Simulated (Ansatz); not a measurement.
Consider Ca in the fcc (Cu type) structure (space group Fm-3m, No. 225; a = 5.527 Å).

Structures relaxed with PBE (Ansatz, a quantum-chemistry and plane-wave program, PAW, spin-orbit coupling left out).

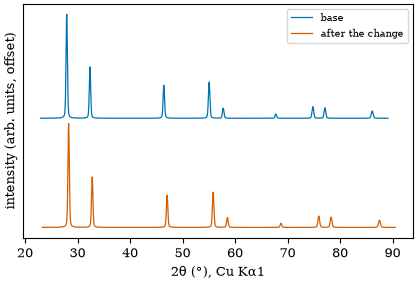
Figure: Simulated powder patterns before (top) and after one change

Problem. Which change produced these results?
(A) pressure −2 GPa
(B) pressure 0.7 GPa
(C) pressure 10 GPa
(D) pressure 1.5 GPa

Solution. B, pressure 0.7 GPa. Its volume per atom is 40.62 Å³ against 42.20 Å³, and its space group is Fm-3m (No. 225).

Load acts through the strain it causes; cell and atoms are relaxed under it. Stability against distortions was not tested. Competing high-pressure phases were not computed.
